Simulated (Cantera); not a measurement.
Charge: 1 mol Ta2O5, 6.7 mol H2, 5.6 mol H2O, held at 72.0 Pa.

Method: chemical equilibrium by Gibbs-energy minimisation in Cantera with the NASA 1993 tables (ideal gas, pure condensed phases). Candidate condensed phases: H2O, Ta, Ta2O5; 12 gas species. Equilibrium is a limit: real reactors are often held back by kinetics, nucleation or transport.

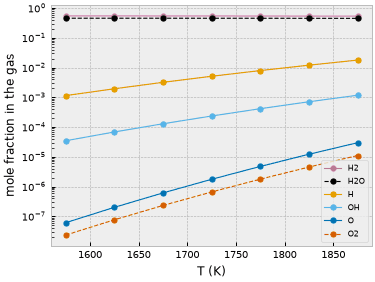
Figure. Equilibrium gas composition (values under 1e-9 drawn at 1e-9)

From 1575 K to 1875 K the condensed part is Ta2O5(s).
